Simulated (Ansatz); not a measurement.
C₃H₁₀AlNS (SMILES C[S][AlH][N](C)C)

```xyz
16

C    -1.0673    1.3643   -0.5817
C     1.2857   -0.8875    1.2550
C     3.6281   -0.3580    1.4516
Al    2.1893    1.5845    0.0019
N     2.3360    0.0572    0.9281
S     0.3838    2.4547   -0.9012
H    -0.9373    0.3708   -1.0321
H    -1.9295    1.8524   -1.0566
H    -1.2723    1.2630    0.4928
H     3.4947    2.4418   -0.2171
H     1.1682   -1.0105    2.3513
H     1.4954   -1.8961    0.8432
H     0.3145   -0.5643    0.8544
H     4.4136    0.3704    1.1948
H     3.9402   -1.3419    1.0456
H     3.6127   -0.4563    2.5563
```

Geometry: B3LYP/def2-SVP.

All numbers below come from isolated molecule in a Gaussian basis; Kohn-Sham density functional theory, functional PBE0 (Ansatz).

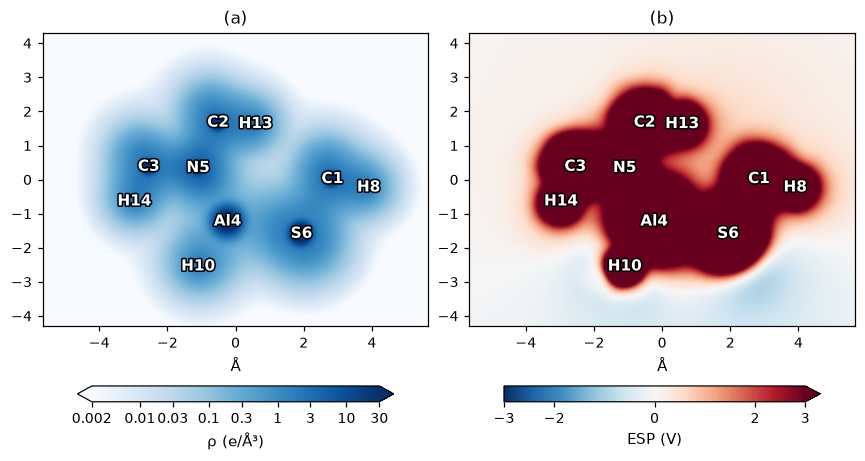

Figure 1. (a) electron density; (b) molecular electrostatic potential on the plane of atoms C2, N5 and C3.

**What does the map show?**

- The plane passes through C, Al, N, S and H nuclei.
- C–N (1.45 Å): ρ is about 1.9 e/Å³ halfway.
- Al–N (1.79 Å): the density is about 0.81 e/Å³ at the midpoint.
- C–S (1.84 Å): ρ is about 1.1 e/Å³ halfway.
- Al–S (2.20 Å): the density is about 0.66 e/Å³ at the midpoint.
- C–H (1.10 Å): ρ at the midpoint is about 1.9 e/Å³.
- Outside the dense part of the molecule the potential is most negative (−0.9 V) near S6.

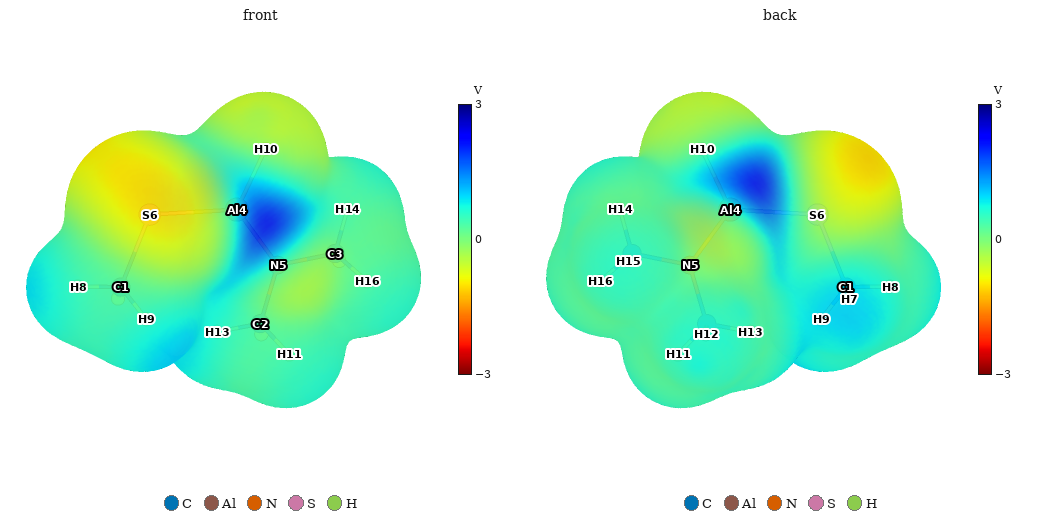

Figure 2. The electrostatic potential painted on the density surface at 0.002 e/bohr³, seen from the front and from behind; the colour scale runs from red (negative) to blue (positive).

**Which sites attract a positive test charge, and which a negative one?**

A positive charge is drawn to the negative regions and a negative charge to the positive ones. The most negative region (about −1.1 V) lies over S6, the most positive (about +2.0 V) over Al4.

**How polar is the molecule by this calculation?**

Its dipole moment is 2.53 D.

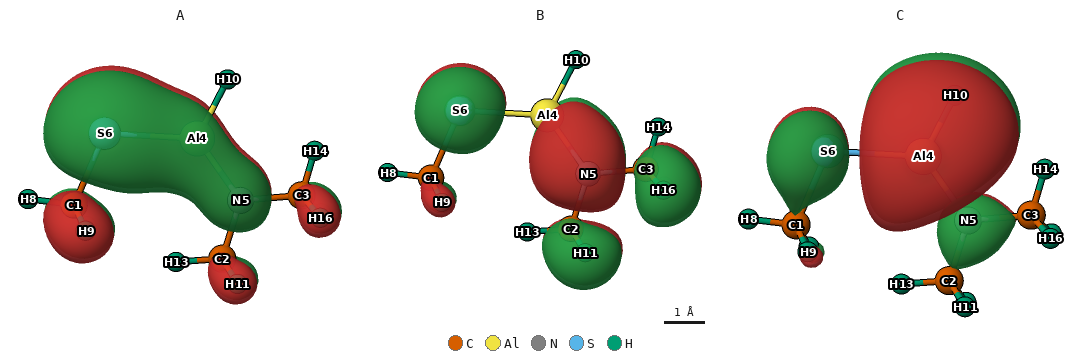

Figure 3. Three frontier orbitals at ±0.06 Å⁻³ᐟ² (green and red are the two phases), in no order.

**Which picture is the HOMO−1, the HOMO and the LUMO?**

A is the HOMO−1 (−7.16 eV). By Hirshfeld shares it lies mainly on S6 (about 60 %), Al4 (about 15 %) and N5 (about 5 %). B is the HOMO (−6.45 eV). Its weight (Hirshfeld) is mainly on N5 (about 45 %), S6 (about 15 %), Al4 (about 10 %), C3 (about 5 %) and C2 (about 5 %). C is the LUMO (−0.39 eV). By Hirshfeld shares it lies mainly on Al4 (about 65 %), S6 (about 10 %), N5 (about 10 %) and H10 (about 5 %).

**What is the HOMO–LUMO gap?**

6.06 eV between the orbital energies.
